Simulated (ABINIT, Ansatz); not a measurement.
# AlGaN2 (P-4m2): G0W0 with ABINIT, start to end, part 2 of 3

How does a plane-wave GW calculation on AlGaN2 (P-4m2) run from the first input to the gap?

ABINIT 10.8.3; LDA and many-body steps on it, plane waves. Known limits of the many-body steps: not at the basis limit; exchange with frozen shells missing; no spin-orbit coupling; coarse k mesh.

So far. Step 2 (Ground state): The gap is direct, at Γ.

## 3. Bands along the symmetry lines

Level of this step: DFT, LDA, plane waves, norm-conserving pseudopotentials (ABINIT).

Levels along a band path, at the cheap level, show where the edges lie and whether the meshes to come will hold them.

run.abi reads:

```
acell 3*1.0 Angstrom
rprim 
  3.140877048700 0.000000000000 0.000000000000
  0.000000000000 3.140877048700 0.000000000000
  0.000000000000 0.000000000000 4.423837940000
ntypat 3
znucl 13 31 7
natom 4
typat 1 2 3 3
xred 
  0.500000000000 0.500000000000 0.500000000000
  0.000000000000 0.000000000000 0.000000000000
  0.500000000000 0.000000000000 0.738264810000
  0.000000000000 0.500000000000 0.261735190000
pp_dirpath "pseudos"
pseudos "Al.upf, Ga.upf, N.upf"
ecut 36
iscf -2
irdden 1
kptopt 0
nkpt 75
kpt 
  0.00000000 0.00000000 0.00000000
  0.00000000 0.06250000 0.00000000
  0.00000000 0.12500000 0.00000000
  0.00000000 0.18750000 0.00000000
  0.00000000 0.25000000 0.00000000
  0.00000000 0.31250000 0.00000000
  0.00000000 0.37500000 0.00000000
  0.00000000 0.43750000 0.00000000
  0.00000000 0.50000000 0.00000000
  0.06250000 0.50000000 0.00000000
  0.12500000 0.50000000 0.00000000
  0.18750000 0.50000000 0.00000000
  0.25000000 0.50000000 0.00000000
  0.31250000 0.50000000 0.00000000
  0.37500000 0.50000000 0.00000000
  0.43750000 0.50000000 0.00000000
  0.50000000 0.50000000 0.00000000
  0.43750000 0.43750000 0.00000000
  0.37500000 0.37500000 0.00000000
  0.31250000 0.31250000 0.00000000
  0.25000000 0.25000000 0.00000000
  0.18750000 0.18750000 0.00000000
  0.12500000 0.12500000 0.00000000
  0.06250000 0.06250000 0.00000000
  0.00000000 0.00000000 0.00000000
  0.00000000 0.00000000 0.06250000
  0.00000000 0.00000000 0.12500000
  0.00000000 0.00000000 0.18750000
  0.00000000 0.00000000 0.25000000
  0.00000000 0.00000000 0.31250000
  0.00000000 0.00000000 0.37500000
  0.00000000 0.00000000 0.43750000
  0.00000000 0.00000000 0.50000000
  0.00000000 0.06250000 0.50000000
  0.00000000 0.12500000 0.50000000
  0.00000000 0.18750000 0.50000000
  0.00000000 0.25000000 0.50000000
  0.00000000 0.31250000 0.50000000
  0.00000000 0.37500000 0.50000000
  0.00000000 0.43750000 0.50000000
  0.00000000 0.50000000 0.50000000
  0.06250000 0.50000000 0.50000000
  0.12500000 0.50000000 0.50000000
  0.18750000 0.50000000 0.50000000
  0.25000000 0.50000000 0.50000000
  0.31250000 0.50000000 0.50000000
  0.37500000 0.50000000 0.50000000
  0.43750000 0.50000000 0.50000000
  0.50000000 0.50000000 0.50000000
  0.43750000 0.43750000 0.50000000
  0.37500000 0.37500000 0.50000000
  0.31250000 0.31250000 0.50000000
  0.25000000 0.25000000 0.50000000
  0.18750000 0.18750000 0.50000000
  0.12500000 0.12500000 0.50000000
  0.06250000 0.06250000 0.50000000
  0.00000000 0.00000000 0.50000000
  0.00000000 0.50000000 0.00000000
  0.00000000 0.50000000 0.06250000
  0.00000000 0.50000000 0.12500000
  0.00000000 0.50000000 0.18750000
  0.00000000 0.50000000 0.25000000
  0.00000000 0.50000000 0.31250000
  0.00000000 0.50000000 0.37500000
  0.00000000 0.50000000 0.43750000
  0.00000000 0.50000000 0.50000000
  0.50000000 0.50000000 0.00000000
  0.50000000 0.50000000 0.06250000
  0.50000000 0.50000000 0.12500000
  0.50000000 0.50000000 0.18750000
  0.50000000 0.50000000 0.25000000
  0.50000000 0.50000000 0.31250000
  0.50000000 0.50000000 0.37500000
  0.50000000 0.50000000 0.43750000
  0.50000000 0.50000000 0.50000000
istwfk *1
nband 20
nbdbuf 2
tolwfr 1e-08
nstep 40
prtwf 0
prtvol 0
indata_prefix "in"
outdata_prefix "out"
tmpdata_prefix "tmp"
```

Launch:

```sh
OMP_NUM_THREADS=1 mpirun -n 4 abinit run.abi > log
```

Numbers of over 12 decimals in the logs are rounded to 6 here.

The program printed:

```text
.Version 10.8.3 of ABINIT. v10.8.2 released Aug 2026.

 Symmetries : space group P-4 m 2 (#115); Bravais tP (primitive tetrag.)
[... echo of the input left out ...]
== DATASET  1 ==================================================================
-   mpi_nproc: 4, omp_nthreads: 1 (-1 if OMP is not activated)

--- !DatasetInfo
iteration_state: {dtset: 1, }
dimensions: {natom: 4, nkpt: 75, mband: 20, nsppol: 1, nspinor: 1, nspden: 1, mpw: 3080, }
cutoff_energies: {ecut:  36.0, pawecutdg:  -1.0, }
electrons: {nelect:   2.60000000E+01, charge:   0.00000000E+00, occopt:   1.00000000E+00, tsmear:   1.00000000E-02, }

 Real(R)+Recip(G) space primitive vectors, cartesian coordinates (Bohr,Bohr^-1):
 R(1)=  5.9353974  0.0000000  0.0000000  G(1)=  0.1684807  0.0000000  0.0000000
 R(2)=  0.0000000  5.9353974  0.0000000  G(2)=  0.0000000  0.1684807  0.0000000
 R(3)=  0.0000000  0.0000000  8.3598421  G(3)=  0.0000000  0.0000000  0.1196195
 Unit cell volume ucvol=  2.9450840E+02 bohr^3
 Angles (23,13,12)=  9.00000000E+01  9.00000000E+01  9.00000000E+01 degrees

 getcut: wavevector=  0.0000  0.0000  0.0000  ngfft=  36  36  48
         ecut(hartree)=     36.000   => boxcut(ratio)=   2.12582

--- Pseudopotential description ------------------------------------------------
- Al Generated using ONCVPSP code by D. R. Hamann
- 13.00000   3.00000  180309                  znucl, zion, pspdat
12 -1012 2 -1 1854                            pspcod,pspxc,lmax,lloc,mmax
     nproj     2     2     2
  pspatm : epsatm=    0.57439143
         --- l  ekb(1:nproj) -->
             0    5.725870    0.726131
             1    6.190420    0.914022
             2   -4.229503   -0.925599
 pspatm: atomic psp has been read  and splines computed

- Ga Generated using ONCVPSP code by D. R. Hamann
- 31.00000  13.00000  180309                  znucl, zion, pspdat
12 -1012 2 -1 1858                            pspcod,pspxc,lmax,lloc,mmax
     nproj     2     2     2
  pspatm : epsatm=   24.58383104
         --- l  ekb(1:nproj) -->
[...]
pspatm: atomic psp has been read  and splines computed

- N Generated using ONCVPSP code by D. R. Hamann
-  7.00000   5.00000  180309                  znucl, zion, pspdat
12 -1012 1 -1 1058                            pspcod,pspxc,lmax,lloc,mmax
     nproj     2     2     0
  pspatm : epsatm=    5.30777321
         --- l  ekb(1:nproj) -->
[...]
pspatm: atomic psp has been read  and splines computed

--------------------------------------------------------------------------------

================================================================================
 prteigrs : about to open file out_EIG
 Non-SCF case, kpt    1 (  0.00000  0.00000  0.00000), residuals and eigenvalues=
  6.34E-09  8.17E-09  3.88E-09  5.24E-09  8.48E-09  5.86E-09  8.59E-09  3.27E-09
  2.77E-09  6.89E-09  2.73E-09  2.73E-09  7.86E-09  4.50E-09  9.25E-09  5.77E-09
[...]
4.14E-09  7.24E-09  3.52E-09  1.87E-05
[...]
6.1108E-01  6.4770E-01
[...]
Non-SCF case, kpt   74 (  0.50000  0.50000  0.43750), residuals and eigenvalues=
[...]
6.0297E-01  6.1683E-01
 Non-SCF case, kpt   75 (  0.50000  0.50000  0.50000), residuals and eigenvalues=
[...]
-2.2421E-01 -1.6354E-04  3.1405E-02  4.6295E-02  7.3195E-02  7.3952E-02
  7.3952E-02  4.1846E-01  4.1846E-01  5.1104E-01  5.8752E-01  5.9656E-01
  5.9656E-01  6.1643E-01

--- !ResultsGS
iteration_state: {dtset: 1, }
comment   : Summary of ground state results
lattice_vectors:
- [  5.9353974,   0.0000000,   0.0000000, ]
- [  0.0000000,   5.9353974,   0.0000000, ]
- [  0.0000000,   0.0000000,   8.3598421, ]
lattice_lengths: [   5.93540,    5.93540,    8.35984, ]
lattice_angles: [ 90.000,  90.000,  90.000, ] # degrees, (23, 13, 12)
lattice_volume:   2.9450840E+02
convergence: {deltae:  0.000E+00, res2:  0.000E+00, residm:  9.994E-09, diffor:  0.000E+00, }
etotal    :  -9.96147150E+01
entropy   :   0.00000000E+00
fermie    :   1.93186353E-01
cartesian_stress_tensor: null
pressure_GPa: null
xred      :
- [  5.0000E-01,   5.0000E-01,   5.0000E-01, Al]
- [  0.0000E+00,   0.0000E+00,   0.0000E+00, Ga]
- [  5.0000E-01,   0.0000E+00,   7.3826E-01,  N]
- [  0.0000E+00,   5.0000E-01,   2.6174E-01,  N]
cartesian_forces: null
force_length_stats: {min: null, max: null, mean: null, }

 Integrated electronic density in atomic spheres:
 ------------------------------------------------
 Atom  Sphere_radius  Integrated_density
[...]
================================================================================

 ----iterations are completed or convergence reached----

 Mean square residual over all n,k,spin=   57.101E-10; max=  99.936E-10
 reduced coordinates (array xred) for    4 atoms
[...]
0.500000000000      0.000000000000      0.738264810000
       0.000000000000      0.500000000000      0.261735190000

 cartesian coordinates (angstrom) at end:
[...]
length scales=  1.889726125908  1.889726125908  1.889726125908 bohr
              =  1.000000000000  1.000000000000  1.000000000000 angstroms
 prteigrs : about to open file out_EIG
 Eigenvalues (hartree) for nkpt=  75  k points:
 kpt#   1, nband= 20, wtk=  1.00000, kpt=  0.0000  0.0000  0.0000 (reduced coord)
[...]
kpt#   2, nband= 20, wtk=  1.00000, kpt=  0.0000  0.0625  0.0000 (reduced coord)
[...]
kpt#   3, nband= 20, wtk=  1.00000, kpt=  0.0000  0.1250  0.0000 (reduced coord)
[...]
kpt#  74, nband= 20, wtk=  1.00000, kpt=  0.5000  0.5000  0.4375 (reduced coord)
[...]
0.58135    0.60297    0.60297    0.61683
 kpt#  75, nband= 20, wtk=  1.00000, kpt=  0.5000  0.5000  0.5000 (reduced coord)
  -0.32439   -0.32439   -0.29164   -0.28579   -0.28546   -0.22421   -0.22421   -0.00016
   0.03140    0.04630    0.07319    0.07395    0.07395    0.41846    0.41846    0.51104
   0.58752    0.59656    0.59656    0.61643

== END DATASET(S) ==============================================================
================================================================================

 -outvars: echo values of variables after computation  --------
            nband          20
             nkpt          75
          spgroup         115
 [... the other variables as echoed above ...]

 Calculation completed.
```

It took 64 s on 4 MPI ranks of Intel Xeon Platinum 8259CL at 2.50GHz (Skylake/Cascade Lake), shared host; peak memory 0.37 GiB.

This step gave:

* gap: 2.882 eV
* k of the valence top: 0, 0, 0
* k of the conduction bottom: 0, 0, 0
* least direct gap: 2.882 eV

The gap is 2.882 eV, as in the run before at this level.

Electronic bands along the path, in eV, zero at the top of the highest filled band:

```csv
point,band 10,band 11,band 12,band 13,band 14,band 15,band 16,band 17
Γ,-2.34,-0.23,0.00,0.00,2.88,3.53,7.47,11.10
X,-2.96,-2.91,-0.99,-0.69,7.01,7.08,7.96,8.29
M,-2.29,-2.27,-2.27,-2.27,3.27,3.27,6.17,8.64
Γ,-2.34,-0.23,0.00,0.00,2.88,3.53,7.47,11.10
Z,-1.56,-1.56,-1.01,-1.01,5.22,5.35,7.79,9.10
R,-0.97,-0.87,-0.62,-0.57,5.11,6.49,9.08,9.36
A,-4.00,-3.27,-3.24,-3.24,6.13,6.13,8.65,10.73
Z,-1.56,-1.56,-1.01,-1.01,5.22,5.35,7.79,9.10
jump to X,-2.96,-2.91,-0.99,-0.69,7.01,7.08,7.96,8.29
R,-0.97,-0.87,-0.62,-0.57,5.11,6.49,9.08,9.36
jump to M,-2.29,-2.27,-2.27,-2.27,3.27,3.27,6.17,8.64
A,-4.00,-3.27,-3.24,-3.24,6.13,6.13,8.65,10.73
```

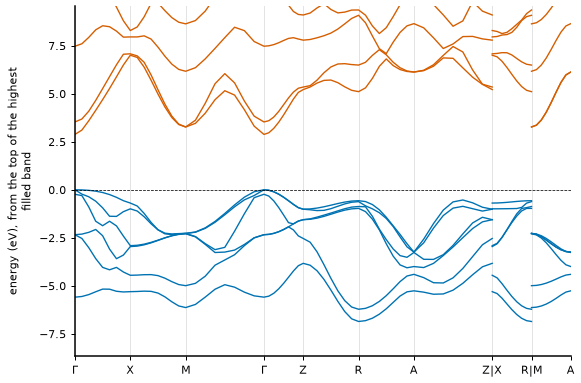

Electronic bands along the path; lines of filled and empty bands in two colours.

## 4. Empty states on the mesh, 4×4×2 mesh, 38 bands

The sums over transitions need many empty states on a uniform mesh; this step solves for them.

run.abi reads:

```
acell 3*1.0 Angstrom
rprim 
  3.140877048700 0.000000000000 0.000000000000
  0.000000000000 3.140877048700 0.000000000000
  0.000000000000 0.000000000000 4.423837940000
ntypat 3
znucl 13 31 7
natom 4
typat 1 2 3 3
xred 
  0.500000000000 0.500000000000 0.500000000000
  0.000000000000 0.000000000000 0.000000000000
  0.500000000000 0.000000000000 0.738264810000
  0.000000000000 0.500000000000 0.261735190000
pp_dirpath "pseudos"
pseudos "Al.upf, Ga.upf, N.upf"
ecut 36
ngkpt 4 4 2
nshiftk 1
shiftk 0 0 0
kptopt 1
chksymbreak 0
iscf -2
irdden 1
istwfk *1
nband 38
nbdbuf 4
tolwfr 1e-09
nstep 60
prtvol 0
indata_prefix "in"
outdata_prefix "out"
tmpdata_prefix "tmp"
```

The program printed:

```text
.Version 10.8.3 of ABINIT. v10.8.2 released Aug 2026.

 Symmetries : space group P-4 m 2 (#115); Bravais tP (primitive tetrag.)
[... echo of the input left out ...]
== DATASET  1 ==================================================================
-   mpi_nproc: 4, omp_nthreads: 1 (-1 if OMP is not activated)

--- !DatasetInfo
iteration_state: {dtset: 1, }
dimensions: {natom: 4, nkpt: 12, mband: 38, nsppol: 1, nspinor: 1, nspden: 1, mpw: 3080, }
cutoff_energies: {ecut:  36.0, pawecutdg:  -1.0, }
electrons: {nelect:   2.60000000E+01, charge:   0.00000000E+00, occopt:   1.00000000E+00, tsmear:   1.00000000E-02, }

 Real(R)+Recip(G) space primitive vectors, cartesian coordinates (Bohr,Bohr^-1):
 R(1)=  5.9353974  0.0000000  0.0000000  G(1)=  0.1684807  0.0000000  0.0000000
 R(2)=  0.0000000  5.9353974  0.0000000  G(2)=  0.0000000  0.1684807  0.0000000
 R(3)=  0.0000000  0.0000000  8.3598421  G(3)=  0.0000000  0.0000000  0.1196195
 Unit cell volume ucvol=  2.9450840E+02 bohr^3
 Angles (23,13,12)=  9.00000000E+01  9.00000000E+01  9.00000000E+01 degrees

 getcut: wavevector=  0.0000  0.0000  0.0000  ngfft=  36  36  48
         ecut(hartree)=     36.000   => boxcut(ratio)=   2.12582

--- Pseudopotential description ------------------------------------------------
- Al Generated using ONCVPSP code by D. R. Hamann
- 13.00000   3.00000  180309                  znucl, zion, pspdat
12 -1012 2 -1 1854                            pspcod,pspxc,lmax,lloc,mmax
     nproj     2     2     2
  pspatm : epsatm=    0.57439143
         --- l  ekb(1:nproj) -->
             0    5.725870    0.726131
             1    6.190420    0.914022
             2   -4.229503   -0.925599
 pspatm: atomic psp has been read  and splines computed

- Ga Generated using ONCVPSP code by D. R. Hamann
- 31.00000  13.00000  180309                  znucl, zion, pspdat
12 -1012 2 -1 1858                            pspcod,pspxc,lmax,lloc,mmax
     nproj     2     2     2
  pspatm : epsatm=   24.58383104
         --- l  ekb(1:nproj) -->
[...]
pspatm: atomic psp has been read  and splines computed

- N Generated using ONCVPSP code by D. R. Hamann
-  7.00000   5.00000  180309                  znucl, zion, pspdat
12 -1012 1 -1 1058                            pspcod,pspxc,lmax,lloc,mmax
     nproj     2     2     0
  pspatm : epsatm=    5.30777321
         --- l  ekb(1:nproj) -->
[...]
pspatm: atomic psp has been read  and splines computed

--------------------------------------------------------------------------------

================================================================================
 prteigrs : about to open file out_EIG
 Non-SCF case, kpt    1 (  0.00000  0.00000  0.00000), residuals and eigenvalues=
  3.96E-10  6.01E-10  2.29E-10  5.30E-10  4.64E-10  4.45E-10  4.29E-10  5.46E-10
  2.09E-10  6.20E-10  5.72E-10  3.27E-10  5.38E-10  2.05E-10  1.21E-10  2.64E-10
  1.92E-10  4.17E-10  6.54E-10  2.77E-10  1.75E-10  2.63E-10  4.31E-10  3.93E-10
[...]
4.09E-10  5.87E-10  3.72E-07  3.27E-07  3.87E-05  2.64E-03
 -3.7069E-01 -3.2465E-01 -2.9176E-01 -2.9176E-01 -2.9028E-01 -2.8436E-01
 -2.3340E-01 -1.2260E-02  1.0721E-01  1.0721E-01  1.8456E-01  1.9319E-01
[...]
1.1487E+00  1.1570E+00  1.1570E+00  1.1597E+00  1.3230E+00  1.3230E+00
  1.3916E+00  1.4292E+00
 prteigrs : prtvol=0 or 1, do not print more k-points.

--- !ResultsGS
iteration_state: {dtset: 1, }
comment   : Summary of ground state results
lattice_vectors:
- [  5.9353974,   0.0000000,   0.0000000, ]
- [  0.0000000,   5.9353974,   0.0000000, ]
- [  0.0000000,   0.0000000,   8.3598421, ]
lattice_lengths: [   5.93540,    5.93540,    8.35984, ]
lattice_angles: [ 90.000,  90.000,  90.000, ] # degrees, (23, 13, 12)
lattice_volume:   2.9450840E+02
convergence: {deltae:  0.000E+00, res2:  0.000E+00, residm:  9.987E-10, diffor:  0.000E+00, }
etotal    :  -9.96147150E+01
entropy   :   0.00000000E+00
fermie    :   1.93186353E-01
cartesian_stress_tensor: null
pressure_GPa: null
xred      :
- [  5.0000E-01,   5.0000E-01,   5.0000E-01, Al]
- [  0.0000E+00,   0.0000E+00,   0.0000E+00, Ga]
- [  5.0000E-01,   0.0000E+00,   7.3826E-01,  N]
- [  0.0000E+00,   5.0000E-01,   2.6174E-01,  N]
cartesian_forces: null
force_length_stats: {min: null, max: null, mean: null, }

 Integrated electronic density in atomic spheres:
 ------------------------------------------------
 Atom  Sphere_radius  Integrated_density
[...]
================================================================================

 ----iterations are completed or convergence reached----

 Mean square residual over all n,k,spin=   50.940E-11; max=  99.871E-11
 reduced coordinates (array xred) for    4 atoms
[...]
0.500000000000      0.000000000000      0.738264810000
       0.000000000000      0.500000000000      0.261735190000

 cartesian coordinates (angstrom) at end:
    1      1.570439     1.570439     2.211919
    2      0.000000     0.000000     0.000000
    3      1.570439     0.000000     3.265964
    4      0.000000     1.570439     1.157874
 length scales=  1.889726125908  1.889726125908  1.889726125908 bohr
              =  1.000000000000  1.000000000000  1.000000000000 angstroms
 prteigrs : about to open file out_EIG
 Eigenvalues (hartree) for nkpt=  12  k points:
 kpt#   1, nband= 38, wtk=  0.03125, kpt=  0.0000  0.0000  0.0000 (reduced coord)
[...]
0.60114    0.60114    0.60529    0.65429    0.73261    0.73261    0.85322    0.88225
   0.88290    0.88290    0.88771    0.89929    1.02044    1.07748    1.14869    1.15703
   1.15703    1.15971    1.32300    1.32300    1.39160    1.42921
 prteigrs : prtvol=0 or 1, do not print more k-points.

== END DATASET(S) ==============================================================
================================================================================

 -outvars: echo values of variables after computation  --------
            nband          38
             nkpt          12
          spgroup         115
 [... the other variables as echoed above ...]

 Calculation completed.
```

It took 23 s on 4 MPI ranks; peak memory 0.32 GiB.

Numbers from this step:

- gap: 2.882 eV
- k of the valence top: 0, 0, 0
- k of the conduction bottom: 0, 0, 0
- least direct gap: 2.882 eV
- k points computed: 12
- lowest point of the top converged band, above the valence top: 26.30 eV

On this mesh the gap is 2.882 eV.

(Continued in part 3 of 3.)

[Paths, hosts, dates, memory and timing lines, banners, echoed tables and standing remarks are left out of the program output.]

[Logs are printed without paths, hosts, clocks, repeated set-up lines and the standing remarks that a program may print on its own settings, such as how far it seeks lower states.]

[Runs of the session that timed out or met a known fault of the program may be left out.]

[Hosts, paths, dates, database ids (printed as entryN), source tags and the programs' standing remarks are cut or masked in the printed files.]

[G0W0 gaps are taken among the corrected bands and points alone; a level outside them can change the order at an edge.]

[Where Ansatz stands beside ABINIT at settings called matched, ABINIT's density can come from a denser mesh and the files from another edition; pairs whose starting gaps differed by over 0.03 eV were left out, so agreement reads better than it is.]
